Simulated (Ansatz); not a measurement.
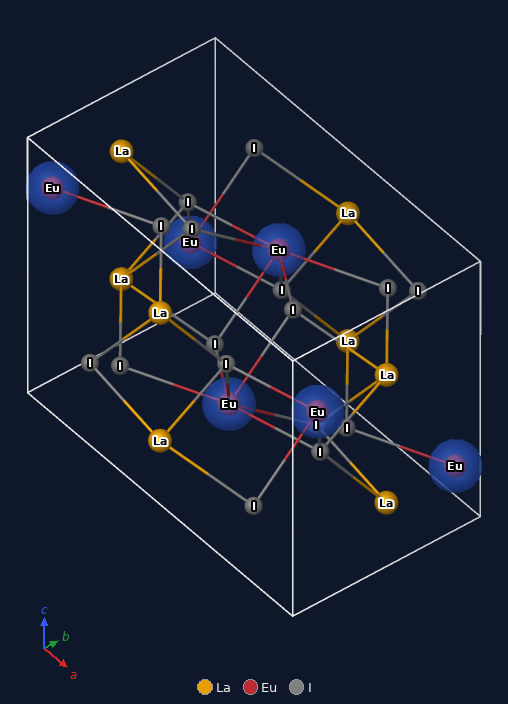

Figure. LaEuI4. Isosurfaces of the spin density at +0.6 (blue) and −0.6 e/Å³ (red), seen slightly off an axis. Sticks mark near contacts.

Space group C2/c; no Hubbard U on the f states and no spin–orbit coupling; spin-polarised.

The calculation used DFT PBEsol, scalar-relativistic, plane waves, PAW (Ansatz).

### Which atoms carry the moments, and with what signs?

The spin density sits on Eu: +6.9 μB (×4) in one cell of 24 atoms: parallel moments (a ferromagnetic arrangement) in this solution. The cell of the calculation (12 atoms) carries 14.2 μB of net spin moment. Only one sign reaches the isovalue.
